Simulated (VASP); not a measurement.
Band structure of MnF2 (rutile). Calculation: optB86b-vdW, VASP's PBE PAW potentials (set 64) (plane waves; VASP).

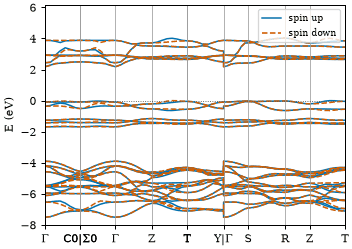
Figure. Bands along high-symmetry lines, zero at the valence-band maximum or, without a gap, the Fermi level

Task: Read the plot: is there a gap, and where are the band edges?

Result: The gap is indirect, 2.18 eV, from the valence maximum at Z-A0 at 0.57 to the conduction minimum at Γ. (Edges off the drawn lines would not show.)

The compound is MnF2 in the rutile structure. It was relaxed first.
